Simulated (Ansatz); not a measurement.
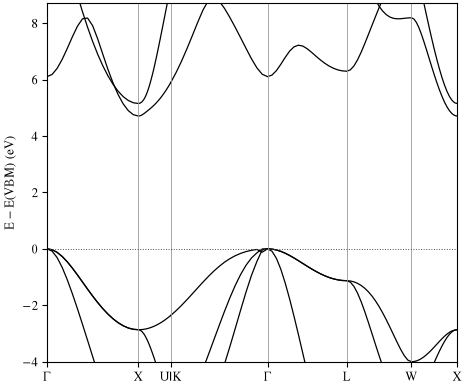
Fig. 1. Band structure from the program Ansatz at the LDA level (PAW)

### Question
Read off the gap and where the band edges lie.

### Answer
About 4.7 eV (4.71 eV by a search for the band edges); maximum at Γ, minimum at X.

The material is AlN (rock salt, Fm-3m).

This is a known high-pressure phase of the composition, computed here at zero pressure and temperature. The cell was relaxed with LDA under the symmetry of its start; phonons on a q-mesh show no instability.

Potentials: the later of the program's two PAW sets.
